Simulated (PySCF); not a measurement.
# CH₅BO: spin-spin couplings and electronic excitations at several levels of theory, part 2 of 2

PySCF 2.14.0. Atoms count from 0. The steps go on from the part before.

## (8) TDDFT and polarisability: B3LYP/def2-SVPD

Job settings and geometry (Å):

```
{"job": {"kind": "uv", "xc": "B3LYP", "basis": "def2-SVPD", "ip": true}, "charge": 0, "multiplicity": 1}
B      1.360200     0.054611     0.050210
O      0.180326     0.526814     0.470175
C     -1.055675     0.015364     0.039022
H      1.404335    -0.867472    -0.740956
H      2.350019     0.587417     0.493950
H     -1.624624     0.813758    -0.461477
H     -0.925643    -0.828671    -0.658370
H     -1.633110    -0.322052     0.913095
```

With the program's defaults for keys left out, this is: TDDFT B3LYP/def2-SVPD, vertical, gas phase, core orbitals frozen in the response.

The program printed:

```text
coarse grid: 6360 points
cycle   1  E = -141.0290070270  dE =  1.045e-01  |g| = 5.404e-01  |ddm| = 3.524e+00
cycle   2  E = -140.8838172539  dE =  1.452e-01  |g| = 1.020e+00  |ddm| = 1.171e+00
cycle   3  E = -141.0846608616  dE = -2.008e-01  |g| = 6.201e-02  |ddm| = 7.136e-01
cycle   4  E = -141.0855329974  dE = -8.721e-04  |g| = 1.498e-02  |ddm| = 1.000e-01
cycle   5  E = -141.0855965320  dE = -6.353e-05  |g| = 3.498e-03  |ddm| = 3.148e-02
cycle   6  E = -141.0855996467  dE = -3.115e-06  |g| = 8.183e-04  |ddm| = 5.213e-03
final grid: 60488 points
cycle   7  E = -141.1176413428  dE = -2.054e-05  |g| = 2.724e-03  |ddm| = 4.208e-02
cycle   8  E = -141.1176399531  dE =  1.390e-06  |g| = 3.920e-03  |ddm| = 6.001e-03
cycle   9  E = -141.1176428807  dE = -2.928e-06  |g| = 5.371e-04  |ddm| = 3.134e-03
cycle  10  E = -141.1176429419  dE = -6.124e-08  |g| = 1.062e-04  |ddm| = 5.565e-04
cycle  11  E = -141.1176429443  dE = -2.389e-09  |g| = 2.559e-05  |ddm| = 1.381e-04
cycle  12  E = -141.1176429445  dE = -2.033e-10  |g| = 4.162e-06  |ddm| = 4.752e-05
converged SCF energy = -141.1176429445

Static polarisability (au): isotropic 34.144, principal 27.807 32.612 42.012

Singlet excitations
state   eV       nm        f      main configurations
  1   6.2352    198.8   0.00004   H->L 0.99
  2   7.8771    157.4   0.15495   H-1->L 0.81, H->L+1 0.14
  3   7.8932    157.1   0.00455   H-2->L 0.96
  4   7.9341    156.3   0.02663   H->L+1 0.83, H-1->L 0.14
  5   8.5619    144.8   0.00663   H-1->L+1 0.98
  6   8.7317    142.0   0.01152   H->L+2 0.96
  7   8.9536    138.5   0.07043   H->L+3 0.96
  8   9.4020    131.9   0.03717   H-2->L+1 0.92
  9   9.4053    131.8   0.02970   H-1->L+2 0.78, H-1->L+3 0.18
 10   9.7164    127.6   0.11190   H->L+4 0.95

Triplet excitations (Tamm-Dancoff, eV): 5.6862 6.4500 7.5194 7.7784
Vertical ionisation energy (delta-SCF) = 11.1490 eV
```

Wall time 14 s (1 thread of Intel Xeon 6975P-C, shared host); peak memory 0.46 GiB.

In short: HOMO -8.39 eV, LUMO -0.65 eV; lowest singlet 6.24 eV.

## (9) Excited states and response: PBE0/def2-SVPD

Settings changed since step 8:

```diff
@@ -1,2 +1,2 @@
-{"job": {"kind": "uv", "xc": "B3LYP", "basis": "def2-SVPD", "ip": true}, "charge": 0, "multiplicity": 1}
+{"job": {"kind": "uv", "xc": "PBE0", "basis": "def2-SVPD", "ip": true}, "charge": 0, "multiplicity": 1}
 B      1.360200     0.054611     0.050210
```

Level: TDDFT PBE0/def2-SVPD, vertical, gas phase, core orbitals frozen in the response.

The program printed:

```text
coarse grid: 6360 points
cycle   1  E = -140.8635789902  dE =  1.070e-01  |g| = 4.801e-01  |ddm| = 3.187e+00
cycle   2  E = -140.7792643506  dE =  8.431e-02  |g| = 8.207e-01  |ddm| = 9.946e-01
cycle   3  E = -140.9082576172  dE = -1.290e-01  |g| = 4.870e-02  |ddm| = 5.881e-01
cycle   4  E = -140.9087709530  dE = -5.133e-04  |g| = 1.202e-02  |ddm| = 7.102e-02
cycle   5  E = -140.9088084706  dE = -3.752e-05  |g| = 3.263e-03  |ddm| = 2.254e-02
cycle   6  E = -140.9088109814  dE = -2.511e-06  |g| = 7.749e-04  |ddm| = 4.021e-03
final grid: 60488 points
cycle   7  E = -140.9361945444  dE = -1.377e-05  |g| = 7.718e-03  |ddm| = 4.066e-02
cycle   8  E = -140.9361792990  dE =  1.525e-05  |g| = 1.206e-02  |ddm| = 1.492e-02
cycle   9  E = -140.9362058849  dE = -2.659e-05  |g| = 9.436e-04  |ddm| = 8.680e-03
cycle  10  E = -140.9362061084  dE = -2.235e-07  |g| = 1.138e-04  |ddm| = 1.051e-03
cycle  11  E = -140.9362061114  dE = -2.947e-09  |g| = 3.603e-05  |ddm| = 1.903e-04
cycle  12  E = -140.9362061118  dE = -3.623e-10  |g| = 7.230e-06  |ddm| = 5.715e-05
converged SCF energy = -140.9362061118

Static polarisability (au): isotropic 33.757, principal 27.559 32.158 41.555

Singlet excitations
state   eV       nm        f      main configurations
  1   6.2830    197.3   0.00004   H->L 0.99
  2   8.0141    154.7   0.01427   H-2->L 0.90
  3   8.0244    154.5   0.15068   H-1->L 0.88
  4   8.1694    151.8   0.03075   H->L+1 0.95
  5   8.8198    140.6   0.00690   H-1->L+1 0.96
  6   9.0079    137.6   0.01362   H->L+2 0.94
  7   9.1639    135.3   0.06144   H->L+3 0.94
  8   9.6507    128.5   0.02623   H-1->L+2 0.65, H-1->L+3 0.29
  9   9.6555    128.4   0.03949   H-2->L+1 0.89
 10   9.9527    124.6   0.12646   H->L+4 0.94

Triplet excitations (Tamm-Dancoff, eV): 5.6415 6.4777 7.5738 7.9627
Vertical ionisation energy (delta-SCF) = 11.1284 eV
```

It took 10 s on 1 thread of Intel Xeon 6975P-C, shared host; peak memory 0.46 GiB.

In short: HOMO -8.59 eV, LUMO -0.39 eV; lowest singlet 6.28 eV.

## (10) Ultraviolet spectrum: BHandHLYP/def2-SVPD

Settings changed since step 9:

```diff
@@ -1,2 +1,2 @@
-{"job": {"kind": "uv", "xc": "PBE0", "basis": "def2-SVPD", "ip": true}, "charge": 0, "multiplicity": 1}
+{"job": {"kind": "uv", "xc": "BHandHLYP", "basis": "def2-SVPD", "ip": true}, "charge": 0, "multiplicity": 1}
 B      1.360200     0.054611     0.050210
```

With the program's defaults for keys left out, this is: TDDFT BHandHLYP/def2-SVPD, vertical, gas phase, core orbitals frozen in the response.

The program printed:

```text
coarse grid: 6360 points
cycle   1  E = -140.9629654119  dE =  1.444e-01  |g| = 4.806e-01  |ddm| = 3.166e+00
cycle   2  E = -140.9456346718  dE =  1.733e-02  |g| = 5.877e-01  |ddm| = 8.695e-01
cycle   3  E = -141.0090123306  dE = -6.338e-02  |g| = 3.731e-02  |ddm| = 4.340e-01
cycle   4  E = -141.0093023571  dE = -2.900e-04  |g| = 1.193e-02  |ddm| = 5.305e-02
cycle   5  E = -141.0093346183  dE = -3.226e-05  |g| = 2.814e-03  |ddm| = 1.674e-02
cycle   6  E = -141.0093366695  dE = -2.051e-06  |g| = 2.496e-04  |ddm| = 3.689e-03
final grid: 60488 points
cycle   7  E = -141.0303941603  dE = -9.288e-06  |g| = 1.426e-03  |ddm| = 2.546e-02
cycle   8  E = -141.0303943670  dE = -2.068e-07  |g| = 1.135e-03  |ddm| = 3.773e-03
cycle   9  E = -141.0303946526  dE = -2.856e-07  |g| = 1.163e-04  |ddm| = 1.179e-03
cycle  10  E = -141.0303946540  dE = -1.401e-09  |g| = 9.973e-05  |ddm| = 1.882e-04
cycle  11  E = -141.0303946559  dE = -1.903e-09  |g| = 5.292e-06  |ddm| = 8.526e-05
cycle  12  E = -141.0303946559  dE = -1.205e-11  |g| = 2.077e-06  |ddm| = 1.516e-05
converged SCF energy = -141.0303946559

Static polarisability (au): isotropic 32.565, principal 26.850 31.194 39.650

Singlet excitations
state   eV       nm        f      main configurations
  1   6.6575    186.2   0.00005   H->L 0.96
  2   8.6208    143.8   0.17249   H-1->L 0.93
  3   8.6893    142.7   0.00548   H-2->L 0.90
  4   8.7918    141.0   0.03946   H->L+1 0.88
  5   9.2716    133.7   0.01027   H-1->L+1 0.87
  6   9.6055    129.1   0.03894   H->L+2 0.57, H->L+3 0.29, H-2->L+1 0.10
  7   9.8271    126.2   0.03215   H->L+3 0.55, H->L+2 0.24
  8  10.0806    123.0   0.02547   H-1->L+2 0.44, H-1->L+3 0.41
  9  10.2926    120.5   0.05104   H-2->L+1 0.68, H->L+2 0.11
 10  10.5688    117.3   0.09082   H-3->L 0.59, H-1->L+2 0.19

Triplet excitations (Tamm-Dancoff, eV): 6.0282 7.0623 8.2195 8.5620
Vertical ionisation energy (delta-SCF) = 11.3579 eV
```

Run time: 11 s. Hardware: 1 thread of Intel Xeon 6975P-C, shared host; peak memory 0.46 GiB.

In short: HOMO -10.05 eV, LUMO 0.59 eV; lowest singlet 6.66 eV.

## (11) TDDFT and polarisability: CAM-B3LYP/def2-SVPD

Settings changed since step 10:

```diff
@@ -1,2 +1,2 @@
-{"job": {"kind": "uv", "xc": "BHandHLYP", "basis": "def2-SVPD", "ip": true}, "charge": 0, "multiplicity": 1}
+{"job": {"kind": "uv", "xc": "CAM-B3LYP", "basis": "def2-SVPD", "ip": true}, "charge": 0, "multiplicity": 1}
 B      1.360200     0.054611     0.050210
```

Method: TDDFT CAM-B3LYP/def2-SVPD, vertical, gas phase, core orbitals frozen in the response.

The program printed:

```text
coarse grid: 6360 points
cycle   1  E = -140.9534961304  dE =  1.523e-01  |g| = 5.281e-01  |ddm| = 3.354e+00
cycle   2  E = -140.9085637462  dE =  4.493e-02  |g| = 7.444e-01  |ddm| = 9.715e-01
cycle   3  E = -141.0080502307  dE = -9.949e-02  |g| = 3.332e-02  |ddm| = 5.068e-01
cycle   4  E = -141.0082965487  dE = -2.463e-04  |g| = 1.253e-02  |ddm| = 5.451e-02
cycle   5  E = -141.0083316048  dE = -3.506e-05  |g| = 3.787e-03  |ddm| = 2.005e-02
cycle   6  E = -141.0083352627  dE = -3.658e-06  |g| = 4.299e-04  |ddm| = 5.257e-03
final grid: 60488 points
cycle   7  E = -141.0408033981  dE = -1.629e-05  |g| = 2.002e-03  |ddm| = 2.595e-02
cycle   8  E = -141.0408035256  dE = -1.274e-07  |g| = 2.009e-03  |ddm| = 4.805e-03
cycle   9  E = -141.0408043060  dE = -7.804e-07  |g| = 2.743e-04  |ddm| = 1.840e-03
cycle  10  E = -141.0408043179  dE = -1.191e-08  |g| = 1.450e-04  |ddm| = 3.177e-04
cycle  11  E = -141.0408043222  dE = -4.293e-09  |g| = 8.937e-06  |ddm| = 1.556e-04
cycle  12  E = -141.0408043223  dE = -3.098e-11  |g| = 2.823e-06  |ddm| = 2.136e-05
converged SCF energy = -141.0408043223

Static polarisability (au): isotropic 33.649, principal 27.644 32.238 41.064

Singlet excitations
state   eV       nm        f      main configurations
  1   6.3251    196.0   0.00003   H->L 0.97
  2   8.2612    150.1   0.00536   H-2->L 0.92
  3   8.2893    149.6   0.16021   H-1->L 0.76, H->L+1 0.17
  4   8.3651    148.2   0.03789   H->L+1 0.73, H-1->L 0.19
  5   8.8856    139.5   0.00672   H-1->L+1 0.87
  6   9.1929    134.9   0.04527   H->L+2 0.54, H->L+3 0.30, H-2->L+1 0.11
  7   9.4260    131.5   0.03235   H->L+3 0.54, H->L+2 0.25
  8   9.7625    127.0   0.02650   H-1->L+2 0.47, H-1->L+3 0.41
  9   9.8907    125.4   0.04818   H-2->L+1 0.64, H->L+2 0.13
 10  10.1958    121.6   0.08672   H-3->L 0.68, H-1->L+2 0.12

Triplet excitations (Tamm-Dancoff, eV): 5.7417 6.7465 7.8323 8.1571
Vertical ionisation energy (delta-SCF) = 11.3119 eV
```

Wall time 12 s (1 thread of Intel Xeon 6975P-C, shared host); peak memory 0.47 GiB.

This run: HOMO -10.06 eV, LUMO 0.67 eV; lowest singlet 6.33 eV.

## (12) Side by side: spin-spin couplings

Couplings (Hz), each a mean over the pairs like the one named, with basis size and wall time:

```tsv
run	B0–H3	C2–H5	O1–C2	H3–H4	C2–H3	H5–H6	O1–H3	functions	time
B3LYP/def2-TZVP	147.7	140.8	21.7	19.4	11.3	-10.1	-9.4	123	5 s
B3LYP/cc-pVTZ	145.5	131.8	21.4	18.9	10.7	-9.3	-7.9	160	6.4 s
B3LYP/6-31G*	161.6	152.3	7.5	17.3	9.2	-12.9	-6.8	52	1.8 s
```

## (13) Comparing the runs: electronic excitations

Excitations and ground-state properties, with basis size and wall time:

```tsv
run	lowest singlet (eV)	brightest (eV)	f	gap (eV)	α (Å³)	μ (D)	functions	time
HF/def2-SVPD	7.28	9.71	0.150	14.49	4.59	1.61	103	2.4 s
LDA/def2-SVPD	5.72	7.26	0.140	5.49	5.34	1.76	103	9.7 s
PBE/def2-SVPD	5.88	7.34	0.132	5.70	5.25	1.71	103	13 s
B3LYP/def2-SVPD	6.24	7.88	0.155	7.74	5.06	1.68	103	14 s
PBE0/def2-SVPD	6.28	8.02	0.151	8.20	5.00	1.67	103	10 s
BHandHLYP/def2-SVPD	6.66	8.62	0.172	10.63	4.83	1.64	103	11 s
CAM-B3LYP/def2-SVPD	6.33	8.29	0.160	10.74	4.99	1.69	103	12 s
```

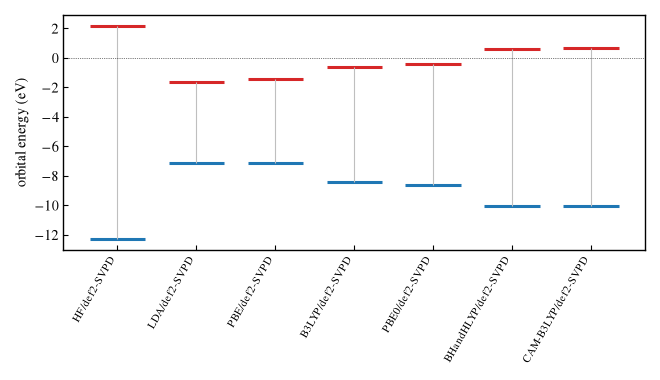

HOMO (blue) and LUMO (red) run by run.

## (14) What came out

This closing draws on all 2 parts.

```
                                       quantity                                           value
largest coupling of the table (B3LYP/def2-TZVP)  1J(B,H) B0–H3, 147.7 Hz (mean over like pairs)
                  lowest singlet (HF/def2-SVPD)                     7.28 eV (170 nm), f = 0.000
       brightest single state of those computed                     state 2, 9.71 eV, f = 0.150
                                 lowest triplet                                         6.40 eV
              vertical ionisation energy (ΔSCF)                                        10.83 eV
        range of J(B0,H3), mean over like pairs                               145.5 to 161.6 Hz
                    range of the lowest singlet                                 5.72 to 7.28 eV
```

What this shows: Single values in the summary come from the first sound run of each kind (B3LYP/def2-TZVP; HF/def2-SVPD), which need not be the best level. Of the pairs tabulated at B3LYP/def2-TZVP, B0–H3 (mean over like pairs) couples most strongly (147.7 Hz; Fermi contact 147.8 Hz). The lowest singlet, at 7.28 eV, is HOMO→LUMO+1 0.81, HOMO→LUMO+5 0.09 and is dark; of the 10 states computed, the strongest absorption comes from state 2 at 9.71 eV (the last state computed absorbs too, and its partners may lie past the list). The lowest triplet lies 0.88 eV below the lowest singlet (triplets in Tamm-Dancoff, singlets in full TDDFT). At HF/def2-SVPD, the highest states lie near or above the ionisation energy, where they hang on the basis. The orbital energy would give 12.31 eV for ionisation, ΔSCF gives 10.83 eV. In this run the hole sits in HOMO−1, not in the HOMO; of the holes tried it gave the lowest energy. The coupling B0–H3, as a mean over pairs of its kind, runs from 145.5 Hz (B3LYP/cc-pVTZ) to 161.6 Hz (B3LYP/6-31G*). The lowest singlet runs from 5.72 eV (LDA/def2-SVPD) to 7.28 eV (HF/def2-SVPD), while the orbital gap spans 5.49 to 14.49 eV: the excitation energy moves far less from run to run than the orbital gap does. The lowest state need not be the same one in every run. The runs solved for a few states only, so the brightest column depends on that window. Couplings from bases without tight functions are rough.
